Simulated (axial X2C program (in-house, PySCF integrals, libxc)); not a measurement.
# NB⁺: properties at the nuclei

Aim: properties at the nuclei of NB⁺, with spin–orbit coupling in the Hamiltonian from the start.

Computed with an in-house X2C program for linear molecules on PySCF integrals. Level: two-component X2C with atomic mean-field terms, N dyall-av3z, B dyall-v3z.

All values are calculated.

## 1. Input

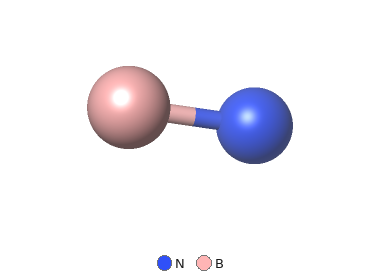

The two atoms at 1.380 Å (nitrogen blue, boron pink).

File task.json:

```json
{"zs": [7, 5], "q": 1, "bas": ["dyall-av3z", "dyall-v3z"], "r0": 1.38, "levels": ["PBE0", "HF", "B3LYP", "LDA", "PBE50"], "nst": 3}
```

Keys: zs atomic numbers; q charge; bas basis sets; r0 starting distance in Å; levels methods (HF also brings MP2); nst determinants followed.

Run with:

```
$ python soeom.py task.json out
```

Nuclei are Gaussian, cores are contracted, and the Gaunt term is on.

## 2. Expectation values, lowest determinant

R = 1.438 Å. State: Ω = 3/2 (excess of +ω over −ω: ω = 3/2).

Output of the PBE0 run:

```text
two-component X2C + atomic mean field  PBE0
basis functions 99  fitting functions 555  grid points 4347
iter        total energy     max residual
   1        -78.963447926     1.94e-05
   2        -78.963447933     1.21e-05
   3        -78.963447935     8.45e-06
   4        -78.963447938     1.38e-06
   5        -78.963447938     3.50e-07
converged
one-electron -127.75164763  Coulomb 46.32312581  exact exchange -2.53533209  xc functional -7.87606041  nuclear repulsion 12.87983476  atomic mean-field constant -0.00336838
```

The highest occupied spinor is 41% B p, 27% B s, 22% N p.

```csv
level,Eeff magnitude (GV/cm),Ws magnitude N (kHz),A∥/gI N (MHz),qzz N (a.u.),A∥/gI B (MHz),qzz B (a.u.)
PBE0,0.0153,0.000872,-51.8,-1.29,223,-0.50
HF,0.0183,0.00128,-25.5,-1.11,229,-0.59
B3LYP,0.0151,0.000695,-44.1,-1.29,228,-0.51
LDA,0.0133,0.00043,-66.7,-1.35,209,-0.46
PBE50,0.0162,0.001,-48.8,-1.22,226,-0.53
```

Eeff is the effective electric field on the electron dipole moment in this Ω state and Ws the scalar–pseudoscalar constant (defined with the proton number Z and per Ω); A∥ is the parallel hyperfine constant, which follows by multiplying with the nuclear g factor gI = μI/(I μN); qzz is the electric field gradient, eQq0 = 234.96 MHz × Q/barn × qzz. The operators were transformed with the bare-nucleus X2C matrices.

## 3. Expectation values, a higher determinant

R = 1.438 Å. State: Ω = 1/2 (excess of +ω over −ω: 2 × ω = -1/2, ω = 3/2), 0.31 eV above the lowest in the PBE0 search for states (made at or near this distance, with looser thresholds).

Output of the PBE0 run:

```text
two-component X2C + atomic mean field  PBE0
basis functions 99  fitting functions 555  grid points 4347
iter        total energy     max residual
   1        -78.952132066     2.79e-05
   2        -78.952132071     3.56e-05
   3        -78.952132078     6.75e-06
   4        -78.952132079     1.41e-06
converged
one-electron -127.75305363  Coulomb 46.33139448  exact exchange -2.53402082  xc functional -7.87291850  nuclear repulsion 12.87983476  atomic mean-field constant -0.00336838
```

The highest occupied spinor is 39% B p, 29% N p, 20% B s.

```csv
level,Eeff magnitude (GV/cm),Ws magnitude N (kHz),A∥/gI N (MHz),qzz N (a.u.),A∥/gI B (MHz),qzz B (a.u.)
PBE0,0.0123,0.00111,-198,-1.15,-702,-0.56
HF,0.0137,0.00175,-123,-0.99,-772,-0.65
B3LYP,0.0128,0.00114,-179,-1.20,-728,-0.56
LDA,0.0116,0.000875,-254,-1.25,-718,-0.53
PBE50,0.013,0.00149,-186,-1.09,-721,-0.58
```

## 4. Expectation values, a higher determinant

R = 1.438 Å. State: Ω = 1/2 (excess of +ω over −ω: ω = 1/2), 1.60 eV above the lowest in the PBE0 search for states (made at or near this distance, with looser thresholds).

Output of the PBE0 run:

```text
two-component X2C + atomic mean field  PBE0
basis functions 99  fitting functions 555  grid points 4347
iter        total energy     max residual
   1        -78.904614664     3.26e-05
   2        -78.904614661     4.43e-05
   3        -78.904614670     2.96e-06
   4        -78.904614671     7.70e-07
converged
one-electron -127.66883262  Coulomb 46.22480029  exact exchange -2.51475311  xc functional -7.82229561  nuclear repulsion 12.87983476  atomic mean-field constant -0.00336838
```

The highest occupied spinor is 41% B p, 26% B s, 22% N p.

```csv
level,Eeff magnitude (GV/cm),Ws magnitude N (kHz),A∥/gI N (MHz),qzz N (a.u.),A∥/gI B (MHz),qzz B (a.u.)
PBE0,0.0144,0.00233,68.3,-1.47,713,-0.49
HF,0.016,0.00297,81,-1.38,762,-0.57
B3LYP,0.0147,0.00221,60,-1.52,741,-0.50
LDA,0.0132,0.00164,71,-1.54,699,-0.46
PBE50,0.015,0.00265,66.8,-1.41,728,-0.52
```

## 5. What came out

| quantity | value |
| --- | --- |
| lowest determinant | Ω = 3/2 (excess of +ω over −ω: ω = 3/2) |
| Eeff magnitude (GV/cm), PBE0 | 0.0153 |
| Ws magnitude N (kHz), PBE0 | 0.000872 |
| A∥/gI N (MHz), PBE0 | -51.8 |
| qzz N (a.u.), PBE0 | -1.29 |
| higher determinant | Ω = 1/2 (excess of +ω over −ω: 2 × ω = -1/2, ω = 3/2) |
| Eeff magnitude (GV/cm), PBE0, higher determinant | 0.0123 |
| Ws magnitude N (kHz), PBE0, higher determinant | 0.00111 |
| A∥/gI N (MHz), PBE0, higher determinant | -198 |
| qzz N (a.u.), PBE0, higher determinant | -1.15 |
| higher determinant | Ω = 1/2 (excess of +ω over −ω: ω = 1/2) |
| Eeff magnitude (GV/cm), PBE0, higher determinant | 0.0144 |
| Ws magnitude N (kHz), PBE0, higher determinant | 0.00233 |
| A∥/gI N (MHz), PBE0, higher determinant | 68.3 |
| qzz N (a.u.), PBE0, higher determinant | -1.47 |

What this shows: In the first state, the effective field runs from 0.0133 to 0.0183 GV/cm over the mean-field levels. The expectation values come from single determinants, which for open shells can mix terms of unlike spin or miss the lowest Ω, so a determinant need not be a state. Eeff is the effective electric field on the electron dipole moment in this Ω state and Ws the scalar–pseudoscalar constant (defined with the proton number Z and per Ω); A∥ is the parallel hyperfine constant, which follows by multiplying with the nuclear g factor gI = μI/(I μN); qzz is the electric field gradient, eQq0 = 234.96 MHz × Q/barn × qzz. The operators were transformed with the bare-nucleus X2C matrices.
